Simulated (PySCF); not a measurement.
# CH₆SSi (SMILES C[SiH2]S): what the fields show

Input file:

```
from pyscf import gto, dft

mol = gto.M(
    atom='''
C     -0.370383     0.007404    -1.048767
S     -0.919078    -1.644578     1.857446
Si     0.348531    -0.322224     0.671259
H     -0.436818    -0.932012    -1.634445
H      0.272445     0.717076    -1.610488
H     -1.388328     0.437872    -0.970012
H      0.405158     0.935686     1.483536
H      1.734585    -0.886890     0.542306
H     -0.784648    -2.709304     1.013816
''',
    spin=0,
    verbose=3,
    max_memory=3720,
    basis='def2-tzvpd',
)

mf = dft.RKS(mol, xc='pbe0')
mf = mf.density_fit(auxbasis='def2-universal-jkfit')
mf.conv_tol = 1e-09
mf.grids.level = 3
mf.max_cycle = 100
mf.kernel()
if not mf.converged:
    mf = mf.newton().run(mf.mo_coeff, mf.mo_occ)

e_tot = mf.e_tot
print('Final energy', e_tot)
grad = mf.nuc_grad_method().kernel()
dip = mf.dip_moment()
pop, q = mf.mulliken_pop()
```

Command:

```sh
OMP_NUM_THREADS=2 python job.py
```

Geometry: BLYP-D3(BJ)/def2-SVP.

Computed with Gaussian-basis quantum chemistry of an isolated molecule with PySCF, energy and nuclear gradient, functional PBE0 in PySCF 2.14.0.

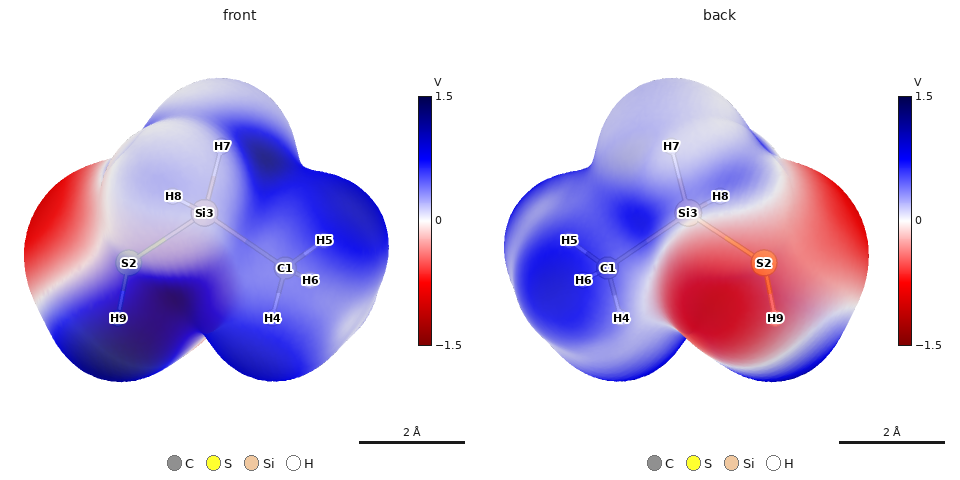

Figure 1. The electrostatic potential painted on the density surface at 0.002 e/bohr³, seen from the front and from behind; red is negative and blue positive.

Where is the surface potential most negative and most positive?

Answer. The most negative region (about −0.9 V) lies over S2, the most positive (about +1.4 V) over H9.

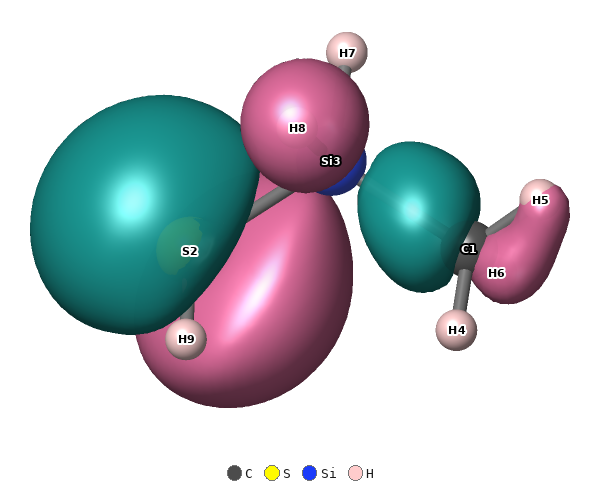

Figure 2. The HOMO at ±0.08 Å⁻³ᐟ² (teal and pink are the two phases), seen across its widest extent.

Where does this orbital lie, and at what energy?

Answer. By Hirshfeld shares it lies mainly on S2 (about 80 %); largely a lone pair of S2. Its energy is −7.34 eV.

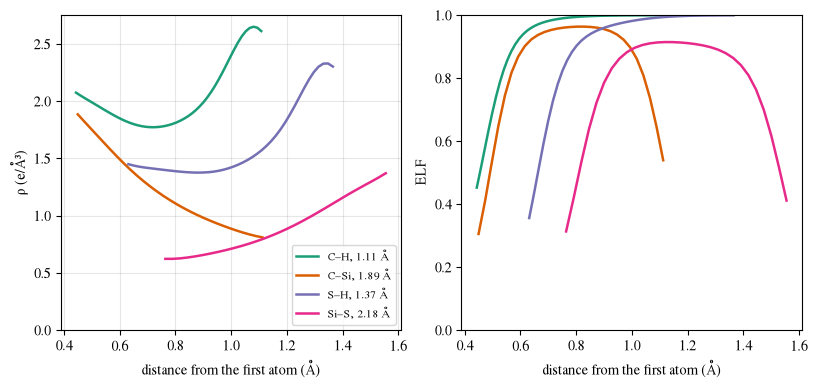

Figure 3. Electron density and ELF along straight lines between neighbouring atoms. The curves leave out the atomic cores.

What can be read from the curves?

Answer. C–H (1.11 Å): ρ at the midpoint is about 1.9 e/Å³; the ELF climbs to about 1 towards the hydrogen, as it does in any bond to H (a covalent bond by its length).
C–Si (1.89 Å): the density is about 0.93 e/Å³ at the midpoint; the ELF peaks at about 0.95 between the atoms; a shared electron pair.
S–H (1.37 Å): the density is about 1.4 e/Å³ at the midpoint; the ELF climbs to about 1 towards the hydrogen.
Si–S (2.18 Å): the density is about 0.78 e/Å³ at the midpoint, with its minimum of 0.62 e/Å³ about 0.8 Å from Si; the ELF peaks at about 0.90 between the atoms: a covalent bond.
